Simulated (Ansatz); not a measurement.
# HOF (hypofluorous acid) at 5 levels

We compute a comparison of 5 runs (HF/STO-3G, B3LYP/6-31G*, BLYP/aug-cc-pVTZ, r2SCAN/aug-cc-pVTZ, r2SCAN0/aug-cc-pVTZ) of HOF (hypofluorous acid). 

Program for the calculation: Ansatz 0.2.0.

48 further runs of the same task are left out: 48 set aside as unsound or not needed.

## (1) The structure to begin with

HOF has 3 atoms, charge 0, and is taken as a singlet. SMILES: `OF`. One bond was lengthened or shortened from a relaxed shape.

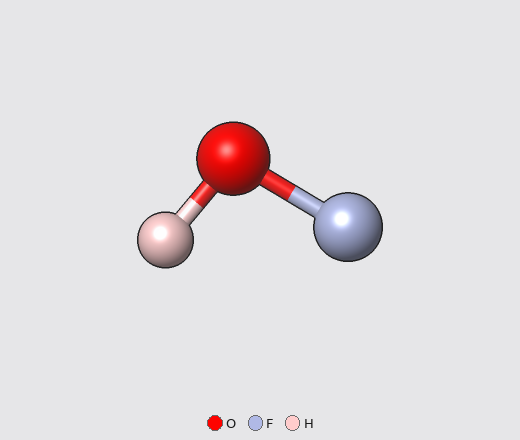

The structure, seen from a chosen angle (oxygen red, fluorine light blue, hydrogen pink).

## (2) The energy at HF/STO-3G (run 1)

molecule.yaml

```yaml
crystal:
  periodic: [false, false, false]
  atoms:
    - {symbol: O, position_ang: [0.526465, -0.121265, 0.279571]}
    - {symbol: F, position_ang: [-0.126035, 1.103695, 0.052261]}
    - {symbol: H, position_ang: [-0.208690, -0.804280, -0.205350]}
basis:
  gaussian:
    orbitals: STO-3G
hamiltonian:
  xc: hf
accuracy: high
output:
  orbitals: {seedname: orbitals}
```

The run is started by

```console
$ ansatz run molecule.yaml --threads 1 --pin off --max-ram 3480MiB --events-out events.jsonl --progress --plain --runs-dir runs
```

Standard output:

```text
Warning: RAYON_NUM_THREADS=1 ignored (pool sized by the plan → 1); use --threads N
Functional definition: HF
  name "HF"
  exchange = exact_x
  correlation = 0
168 factors; integrals over basis functions are off by at most 3.5e-8 eV
mean field evaluation 1: about -4689.4438 eV, gradient 1.0e1 eV
mean field evaluation 2: about -4689.5544 eV, gradient 1.0e1 eV
mean field evaluation 4: about -4690.1570 eV, gradient 4.9e-1 eV
mean field evaluation 8: about -4690.1575 eV, gradient 1.1e-6 eV
mean field -4690.15746592 eV, -172.3601077696 hartree, gradient 2.7e-8 eV, S^2 0.000000; 0 other end points of the search recorded, 0 dependent functions left out
reference -4690.15746592 eV, -172.3601077696 hartree; 9, 9 occupied and 2, 2 virtual orbitals, 168 factors
Total energy: -4690.15746592 eV, -172.3601077696 hartree
```

It took 0.04 s on 1 thread of Arm Neoverse V2, shared host.

## (3) The energy at B3LYP/6-31G(d) (spherical functions) (run 2)

job.yaml

```yaml
crystal:
  periodic: [false, false, false]
  atoms:
    - symbol: O
      position_ang: [0.526465, -0.121265, 0.279571]
    - symbol: F
      position_ang: [-0.126035, 1.103695, 0.052261]
    - symbol: H
      position_ang: [-0.208690, -0.804280, -0.205350]
basis:
  gaussian:
    orbitals: 6-31G_st_-spherical.json
hamiltonian:
  xc: {name: B3LYP}
accuracy: high
output: {orbitals: {seedname: orbitals}}
```

The basis set 6-31G* is read from a file made from the Basis Set Exchange's data (not shown).

The run is started by

```console
$ ansatz run job.yaml --threads 1 --pin off --max-ram 3480MiB --events-out events.jsonl --progress --plain --runs-dir runs
```

Standard output:

```text
Warning: RAYON_NUM_THREADS=1 ignored (pool sized by the plan → 1); use --threads N
Functional definition: B3LYP
  name "B3LYP"
  parameter a0 = 0.2
  parameter ax = 0.72
  parameter ac = 0.81
  exchange = (1 - a0 - ax)*slater_x + ax*b88_x + a0*exact_x
  correlation = (1 - ac)*vwn_rpa_c + ac*lyp_c
550 factors; integrals over basis functions are off by at most 3.0e-9 eV
mean field evaluation 1: about -4774.8055 eV, gradient 2.3e1 eV
mean field evaluation 2: about -4774.2822 eV, gradient 2.9e1 eV
mean field evaluation 4: about -4775.7872 eV, gradient 1.8e0 eV
mean field evaluation 8: about -4775.7899 eV, gradient 1.2e-2 eV
mean field evaluation 16: about -4775.7899 eV, gradient 1.8e-7 eV
mean field -4775.78993255 eV, -175.5070428744 hartree, gradient 1.5e-8 eV, S^2 0.000000; 0 other end points of the search recorded, 0 dependent functions left out
reference -4775.78994896 eV, -175.5070434777 hartree; 9, 9 occupied and 21, 21 virtual orbitals, 550 factors
Total energy: -4775.78994896 eV, -175.5070434777 hartree
```

Wall time 0.68 s (1 thread of Arm Neoverse V2, shared host).

Run 3 isn't shown in full; the table further down has it.

## (4) The energy at r2SCAN/aug-cc-pVTZ (run 4)

run.yaml

```yaml
basis:
  gaussian:
    orbitals: aug-cc-pVTZ
crystal:
  periodic: [false, false, false]
  atoms:
    - {symbol: O, position_ang: [0.526465, -0.121265, 0.279571]}
    - {symbol: F, position_ang: [-0.126035, 1.103695, 0.052261]}
    - {symbol: H, position_ang: [-0.208690, -0.804280, -0.205350]}
hamiltonian:
  xc: {name: r2SCAN}
accuracy: high
output: {orbitals: {seedname: orbitals}}
```

The run is started by

```console
$ ansatz run run.yaml --threads 1 --pin off --max-ram 3480MiB --events-out events.jsonl --progress --plain --runs-dir runs
```

Standard output:

```text
Warning: RAYON_NUM_THREADS=1 ignored (pool sized by the plan → 1); use --threads N
Functional definition: r2SCAN
  name "r2SCAN"
  parameter k0 = 0.174
  parameter k1 = 0.065
  parameter a1 = 4.9479
  exchange = r2scan_x(k0 = k0, k1 = k1, a1 = a1)
  correlation = r2scan_c
1783 factors; integrals over basis functions are off by at most 2.7e-9 eV
mean field evaluation 1: about -4774.7009 eV, gradient 3.0e1 eV
mean field evaluation 2: about -4771.2909 eV, gradient 5.2e1 eV
mean field evaluation 4: about -4776.1138 eV, gradient 3.2e0 eV
mean field evaluation 8: about -4776.1328 eV, gradient 5.7e-2 eV
mean field evaluation 16: about -4776.1328 eV, gradient 1.1e-6 eV
mean field -4776.13276583 eV, -175.5196417652 hartree, gradient 1.9e-8 eV, S^2 0.000000; 0 other end points of the search recorded, 0 dependent functions left out
reference -4776.13276678 eV, -175.5196418001 hartree; 9, 9 occupied and 106, 106 virtual orbitals, 1783 factors
Total energy: -4776.13276678 eV, -175.5196418001 hartree
```

Wall time 5.4 s (1 thread of Arm Neoverse V2, shared host); peak memory 0.26 GiB.

## (5) A single-point energy at r2SCAN0/aug-cc-pVTZ (run 5)

input.yaml

```yaml
basis:
  gaussian: {orbitals: aug-cc-pVTZ}
crystal:
  periodic: [false, false, false]
  atoms:
    - {symbol: O, position_ang: [0.526465, -0.121265, 0.279571]}
    - {symbol: F, position_ang: [-0.126035, 1.103695, 0.052261]}
    - {symbol: H, position_ang: [-0.208690, -0.804280, -0.205350]}
hamiltonian: {xc: {name: r2SCAN0}}
accuracy: high
output: {orbitals: {seedname: orbitals}}
```

The run is started by

```console
$ ansatz run input.yaml --threads 1 --pin off --max-ram 3480MiB --events-out events.jsonl --progress --plain --runs-dir runs
```

Standard output:

```text
Warning: RAYON_NUM_THREADS=1 ignored (pool sized by the plan → 1); use --threads N
Functional definition: r2SCAN0
  name "r2SCAN0"
  parameter a = 0.25
[... 3 set-up lines as earlier in the session ...]
  exchange = (1 - a)*r2scan_x(k0 = k0, k1 = k1, a1 = a1) + a*exact_x
[... 1 set-up line as earlier in the session ...]
1783 factors; integrals over basis functions are off by at most 2.7e-9 eV
mean field evaluation 1: about -4774.2955 eV, gradient 2.4e1 eV
mean field evaluation 2: about -4773.9639 eV, gradient 2.7e1 eV
mean field evaluation 4: about -4775.1786 eV, gradient 2.1e0 eV
mean field evaluation 8: about -4775.1859 eV, gradient 2.7e-2 eV
mean field evaluation 16: about -4775.1859 eV, gradient 8.3e-7 eV
mean field -4775.18586150 eV, -175.4848436729 hartree, gradient 5.8e-8 eV, S^2 0.000000; 0 other end points of the search recorded, 0 dependent functions left out
reference -4775.18586229 eV, -175.4848437018 hartree; 9, 9 occupied and 106, 106 virtual orbitals, 1783 factors
Total energy: -4775.18586229 eV, -175.4848437018 hartree
```

Run time: 5.7 s. Hardware: 1 thread of Arm Neoverse V2, shared host; peak memory 0.29 GiB.

## (6) Overview of the runs

| run | level | energy (Eh) | HOMO energy (eV) | LUMO energy (eV) | HOMO–LUMO gap (eV) | wall time |
| --- | --- | --- | --- | --- | --- | --- |
| 1 | HF/STO-3G | -172.360108 | -10.61 | 11.62 | 22.23 | 0.04 s |
| 2 | B3LYP/6-31G* (spherical functions) | -175.507043 | -8.11 | -0.64 | 7.48 | 0.68 s |
| 3 | BLYP/aug-cc-pVTZ | -175.593259 | -7.06 | -2.76 | 4.29 | 3.9 s |
| 4 | r2SCAN/aug-cc-pVTZ | -175.519642 | -7.48 | -2.34 | 5.14 | 5.4 s |
| 5 | r2SCAN0/aug-cc-pVTZ | -175.484844 | -9.42 | -0.89 | 8.53 | 5.7 s |

## (7) Results

| quantity | value |
| --- | --- |
| run 5: total energy | -175.48484 Eh |
| run 5: HOMO energy | -9.42 eV |
| run 5: LUMO energy | -0.89 eV |
| run 5: HOMO–LUMO gap | 8.53 eV |

The HOMO–LUMO gap runs from 4.29 eV (BLYP/aug-cc-pVTZ) to 22.23 eV (HF/STO-3G). The two ends differ in method and basis. Totals of different functionals can't be ranked against each other. In run 1 the basis is minimal, so the values are rough. All runs together took 16 s, the longest 5.7 s.
